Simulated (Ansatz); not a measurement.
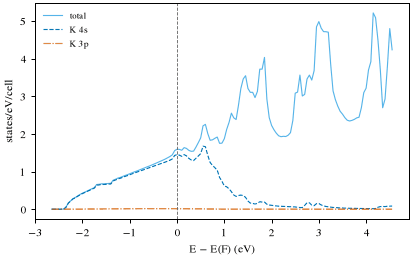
Fig. 1. Total and projected density of states of K (hcp (Mg type), P6_3/mmc), LDA (plane waves, PAW; program Ansatz)

Q: Which orbitals carry the states next to the Fermi level?

A: Within 0.5 eV of the Fermi level: K 4s 89 %, outside the projected shells 10 %. Projections are on Löwdin-orthogonalised atomic valence shells; empty p or d shells of many metals are not among them.

The first step of the workflow began from a Materials Project structure, measured or hypothetical; the Crystallography Open Database copy checked does not list it. It is not the phase usual at ambient conditions (space group No. 229). The LDA relaxation kept the symmetry of its start; whether a distortion lowers the energy is not shown.

Potentials: the later of the program's two PAW sets.
